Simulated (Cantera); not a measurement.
Charge: 1 mol SO₂, at 1.00 bar.

Method: chemical equilibrium by Gibbs-energy minimisation in Cantera with the NASA 1993 tables (ideal gas, pure condensed phases). Candidate condensed phases: S; 10 gas species. Equilibrium is a limit: real reactors are often held back by kinetics, nucleation or transport.

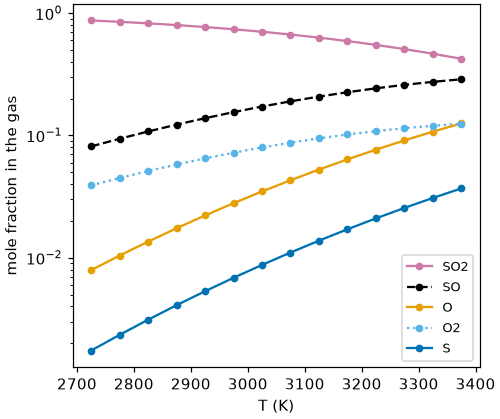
Figure. Equilibrium gas composition (values under 1e-9 drawn at 1e-9)

**Question.** Read off the mole fractions at 2925 K.

**Answer.** SO₂ about 0.77, SO about 0.14, O₂ about 0.065, O about 0.022, S about 0.0053.
